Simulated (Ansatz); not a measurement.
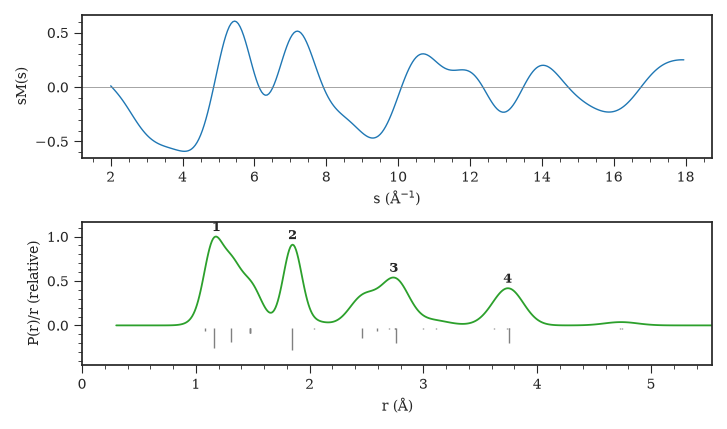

Simulated gas electron diffraction: reduced molecular intensity sM(s) from the Debye equation in the first Born approximation (top) and the radial distribution curve (bottom) of C₂H₄OSi. Each pair of atoms contributes with weight ZᵢZⱼ/r (bars below the curve); damping constant 0.002 Å²; vibrational amplitudes assumed, not computed: 0.05 Å for bonds, 0.078 Å for bonds to H, 0.06 + 0.015 r up to 0.15 Å for other pairs. The geometry is the end point of an optimisation (RKS BHLYP-D4/6-31G* (Ansatz)); it may be a saddle point or a higher isomer. SMILES: O=C=C[SiH3].

**Read the positions of the numbered peaks and name the main pairs (– for bonds).**

Peak 1, 1.18 Å: O–C 1.15 Å, C–C 1.31 Å, not resolved; in its flanks Si–H 1.48 Å
Peak 2, 1.85 Å: Si–C 1.85 Å
Peak 3, 2.74 Å: Si···H 2.59 Å, C···H 2.70–2.99 Å (×4), Si···C 2.76 Å, not resolved; in its flanks O···C 2.46 Å
Peak 4, 3.74 Å: C···H 3.74–3.75 Å (×2), Si···O 3.75 Å
